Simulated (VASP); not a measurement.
Band structure of AgI (wurtzite). These are PBE GGA with D3 dispersion (zero damping), VASP's PBE PAW potentials (set 64) (plane waves; VASP) values and carry that method's errors.

Unless said otherwise, spin-orbit coupling is left out, though it shifts the bands of the heavy elements here.

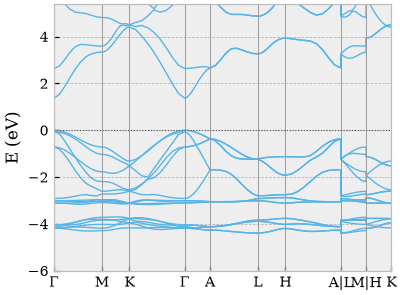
Fig. 1. Bands along high-symmetry lines, zero at the valence-band maximum or, without a gap, the Fermi level

Problem. Read the plot: is there a gap, and where are the band edges?

Solution. The gap is direct, 1.37 eV, from the valence maximum at Γ to the conduction minimum at Γ. (Edges off the drawn lines would not show.)

The compound is AgI in the wurtzite structure. It was relaxed first.
